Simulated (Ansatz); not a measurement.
Computed with PBE (plane waves to 420 eV, PAW; Ansatz, an electronic-structure program).

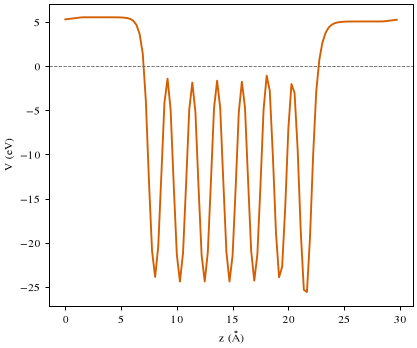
Planar average of the electrostatic potential across the slab, in eV from the Fermi level, for a constructed model of the (111) surface of fcc Ir, a pseudomorphic layer of Nb in the host's stacking (bottom of the slab: a bare face, its two planes held)

Set-up: 7 atoms, 13.9 Å thick at the start with caps and adatoms (thin: gaps and levels are the slab's own); mesh 16x16x1; 0.1 eV smearing; dipole correction on; 2 atoms held, the rest relaxed; held to the start's symmetry, so lower structures may exist; no spin, no spin-orbit, no U. In PBE it lies 0.06 eV a 1x1 cell over the lowest computed structure of the same composition (a pseudomorphic layer of Nb in the other hollow).

The vacuum level lies 5.06 eV above the Fermi level over the top face and 5.53 eV above it under the bottom face.
